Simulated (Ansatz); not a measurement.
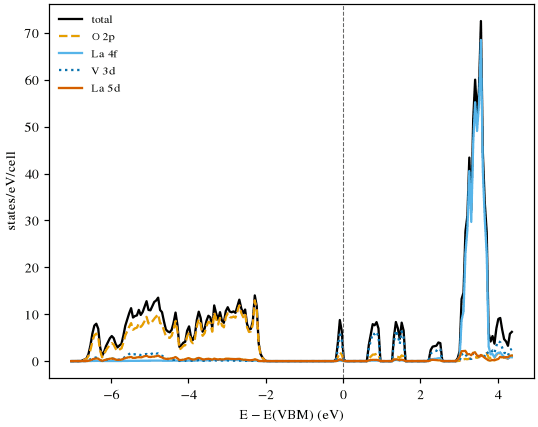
*Total and projected density of states of La2MgVO6 in space group R-3 (No. 148; La on 6c, Mg on 3b, V on 3a, O on 18f), plane-wave PAW r²SCAN (Ansatz code)*

Q: Which orbitals carry the states next to the gap?

A: Top 1 eV of the valence band: V 3d 71 %, O 2p 22 %. Bottom 1 eV of the conduction band: V 3d 77 %, O 2p 16 %. Projections are on Löwdin-orthogonalised atomic valence shells; empty p or d shells of many metals are not among them.

Q: Where is the tallest occupied peak in this window, and what makes it?

A: Near -2.3 eV, about 14 states/eV per cell; the largest projected share is O 2p.

The workflow started from a Materials Project entry (that database holds measured and hypothetical structures alike); the Crystallography Open Database copy checked does not list it. With Mg and V taken as one species the cell has the higher symmetry R-3c, so it may be an ordered model of a mixed-site phase. Whether it is the stable phase at ambient conditions was not checked. Symmetry was held in the r²SCAN relaxation; whether a distortion lowers the energy is not shown. The final state is ferromagnetic, chosen from 3 collinear starts compared on coarse meshes (ties went to the first, and starts can fall back to one state), not a proven ground state. Other orbital occupations within this spin state were not tried. No Hubbard U is applied. Spin–orbit coupling is left out wherever it is not named.

Potentials: the later of the program's two PAW sets.
